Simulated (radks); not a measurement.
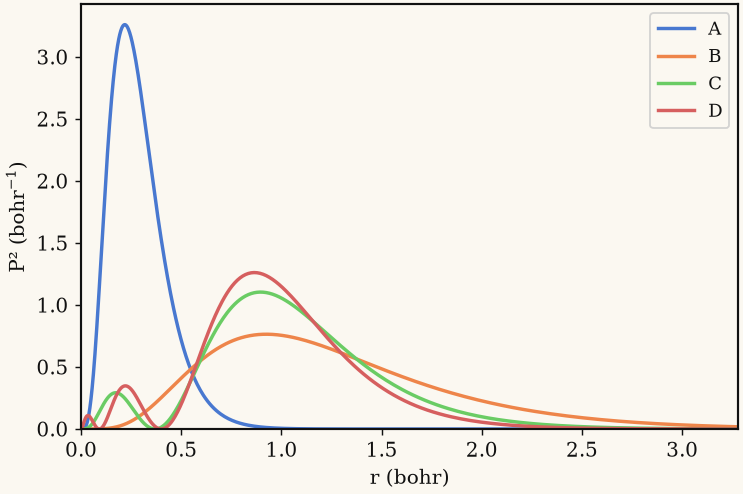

The radial probability densities P² (large components) of 2p1/2, 3s, 3p3/2 and 3d3/2. A is 2p1/2; B is 3d3/2; C is 3p3/2; D is 3s. 2p1/2: outer maximum at 0.218 bohr, ⟨r⟩ = 0.288 bohr, 0 nodes, eigenvalue −481.9 eV; 3s: outer maximum at 0.865 bohr, ⟨r⟩ = 0.992 bohr, 2 nodes, eigenvalue −95.0 eV; 3p3/2: outer maximum at 0.896 bohr, ⟨r⟩ = 1.06 bohr, 1 node, eigenvalue −70.7 eV; 3d3/2: outer maximum at 0.924 bohr, ⟨r⟩ = 1.26 bohr, 0 nodes, eigenvalue −34.7 eV.

# Atomic calculation, with input and output: Ti³⁺

System: the Ti³⁺ ion in the configuration [Ar] 3d1 (3d3/2: 1).
Method: Dirac Kohn-Sham, PBE, spin-unpolarised, spherical densities, finite nucleus (the in-house radial solver radks).

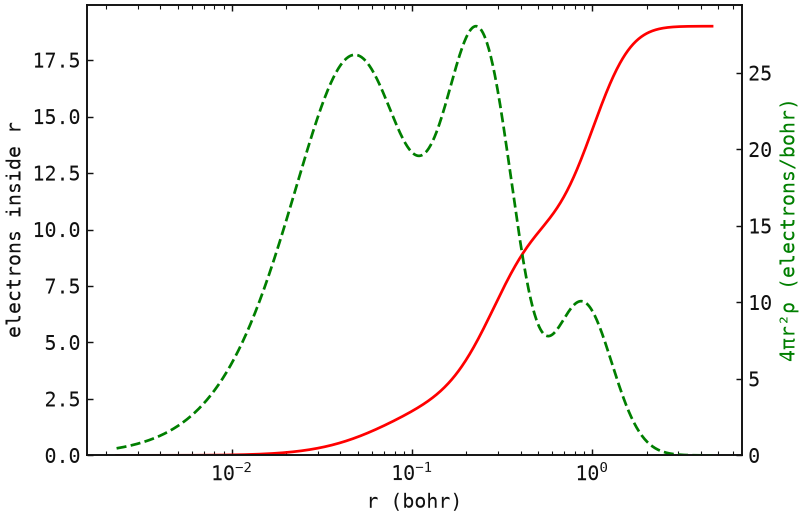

The number of electrons inside radius r (solid) and the radial density 4πr²ρ (dashed). The count levels off at 19 electrons. Half of them lie within 0.461 bohr, 90 % within 1.37 bohr and 99 % within 2.18 bohr. The radial density has minima at 0.109 and 0.567 bohr, where the count stands at 2.1 and 10.4; these part the shells that the density resolves.

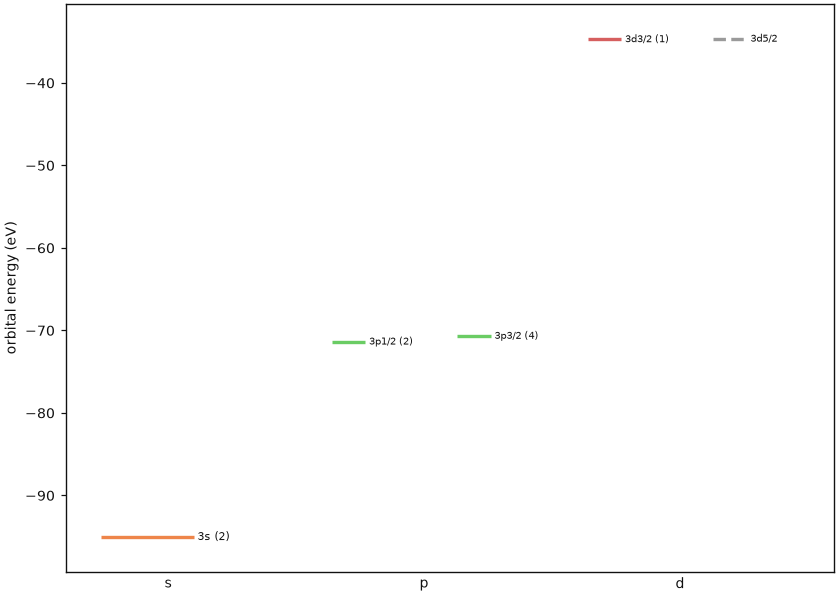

The outer levels are drawn (occupations in brackets, the lower j at the left of each column, empty levels dashed). The highest occupied level is 3d3/2 at −34.7 eV. The highest 3 occupied levels, from the top down, are 3d3/2 (−34.7 eV), 3p3/2 (−70.7 eV), 3p1/2 (−71.4 eV). The lowest empty level drawn is 3d5/2 at −34.7 eV. Spin-orbit splittings: 3d 0.0632 eV, 3p 0.691 eV. The measured ionisation energy (NIST) is 43.3 eV; minus the highest level, 34.7 eV, lies 20 % below it, as is usual for a semilocal functional, whose potential decays too fast.

These pictures come from the run below.

## The input
```
Z 22
configuration [Ar] 3d1
relativity Dirac
functional pbe,pbe
spin unpolarised
j_filling energy
nucleus finite rms 3.5921 fm
c 137.035999084
```

Energies in input and log are in hartree, lengths in bohr (the nuclear radius in fm).

## Output
```
1s1/2   1   2.0000        -180.12844238
2s1/2   1   2.0000         -20.97627382
2p1/2   1   2.0000         -17.71062629
2p3/2   1   4.0000         -17.49856474
3s1/2   1   2.0000          -3.49203236
3p1/2   1   2.0000          -2.62268216
3p3/2   1   4.0000          -2.59729044
3d3/2   1   1.0000          -1.27599466
3d5/2   1   0.0000          -1.27367261
Etot -851.8135316104095
Ekin 860.1935038466553
Encl -2003.3213565395718
Eh 332.4225516667731
Exc -41.10823058426631
err 2.363709101112367e-09
it 13
```

## Orbitals

```
orbital  occupation  energy (eV)  ⟨r⟩ (bohr)  outer maximum (bohr)
     1s           2      −4901.5     0.06959                0.0455
     2s           2     −570.793      0.3247                 0.269
  2p1/2           2     −481.931      0.2881                 0.218
  2p3/2           4     −476.160      0.2907                 0.220
     3s           2      −95.023      0.9925                 0.865
  3p1/2           2      −71.367       1.052                 0.890
  3p3/2           4      −70.676       1.059                 0.896
  3d3/2           1      −34.722       1.262                 0.924
  3d5/2           0      −34.658       1.264                 0.926
```

## Slater integrals of the outer shells (hartree)

```csv
integral,value
"F0(3d3/2,3d3/2)",0.7264
"F2(3d3/2,3d3/2)",0.3431
"F4(3d3/2,3d3/2)",0.2149
"F0(3d3/2,3p3/2)",0.7818
"F2(3d3/2,3p3/2)",0.3752
"G1(3d3/2,3p3/2)",0.4674
"G3(3d3/2,3p3/2)",0.2838
"F0(3d3/2,3p1/2)",0.7842
"F2(3d3/2,3p1/2)",0.3762
"G1(3d3/2,3p1/2)",0.4689
"G3(3d3/2,3p1/2)",0.2846
"F0(3d3/2,3s1/2)",0.8038
"G2(3d3/2,3s1/2)",0.3571
"F0(3d3/2,3d5/2)",0.7257
```

## Summary

- outcome: converged
- total energy: −851.813532 hartree
- kinetic energy: 860.193504 hartree
- electron–nucleus energy: −2003.3214 hartree
- Hartree energy: 332.422552 hartree
- exchange–correlation energy: −41.108231 hartree
- radius at density 0.001 e/bohr³: 2.78 bohr
- SCF iterations: 13
- hardware: 1 CPU thread, shared host
